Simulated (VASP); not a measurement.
Band structure of GaSb (zinc blende). Level of theory: vdW-DF-cx, VASP's PBE PAW potentials (set 64) (plane waves; VASP).

Unless said otherwise, spin-orbit coupling is left out, though it shifts the bands of the heavy elements here.

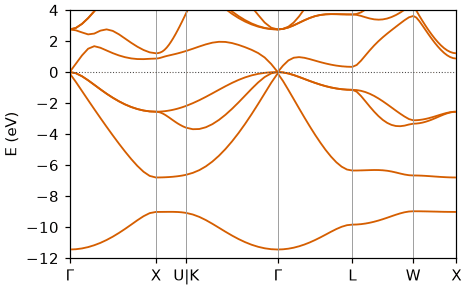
Bands along high-symmetry lines, zero at the valence-band maximum or, without a gap, the Fermi level

Q: Read the plot: is there a gap, and where are the band edges?

A: It has no gap at this level: it comes out as a metal or semimetal. (Edges off the drawn lines would not show.)

The compound is GaSb in the zinc blende structure. It was relaxed first.
